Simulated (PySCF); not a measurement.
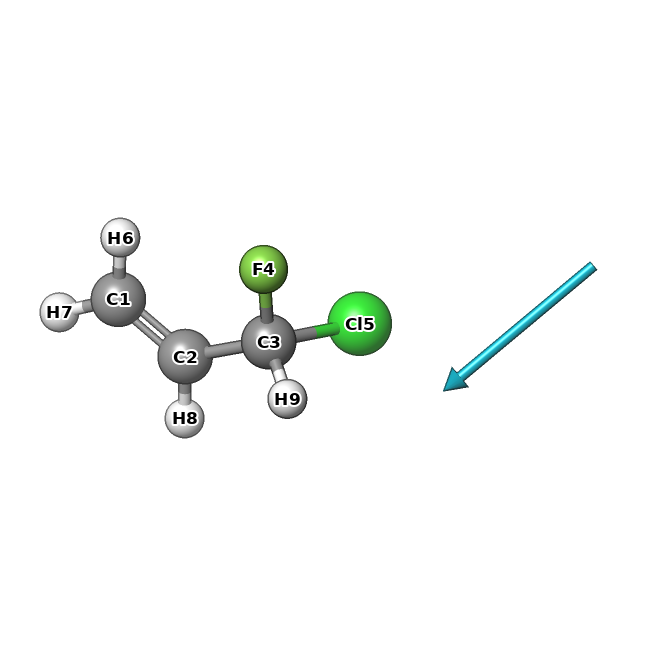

The arrow beside the molecule shows the direction of the dipole moment, from the negative to the positive end (its length means nothing). The computed structure is the end point of a GFN2-xTB optimisation. No frequency run is at hand to confirm it as a minimum. Properties computed with CAM-B3LYP/def2-SVPD, gas phase (PySCF 2.14.0).

**Estimate the dipole moment.**

2.16 D; it points from the side of Cl5 to the side of H7 (the outermost atoms at the two ends).
